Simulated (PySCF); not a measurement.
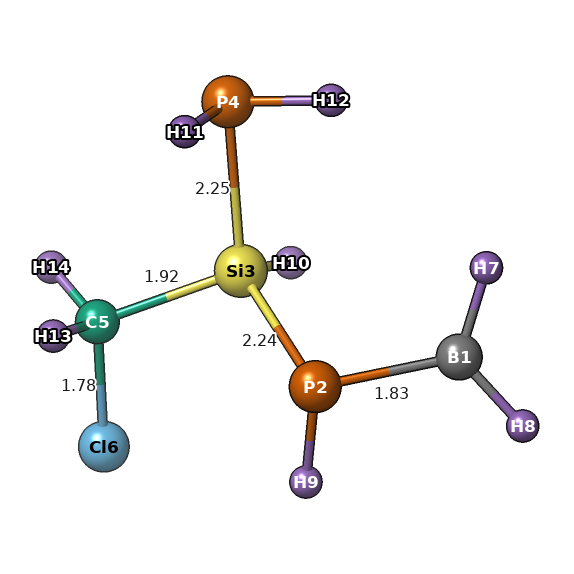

Bond lengths are marked in Å; every bond is drawn as one stick. The computed structure is the end point of a GFN2-xTB optimisation. No frequency run is at hand to confirm it as a minimum.

Assign a bond order to each marked bond.

B1–P2 single; P2–Si3 single; Si3–P4 single; Si3–C5 single; C5–Cl6 single.

Write the SMILES.

BP[Si@H](P)CCl
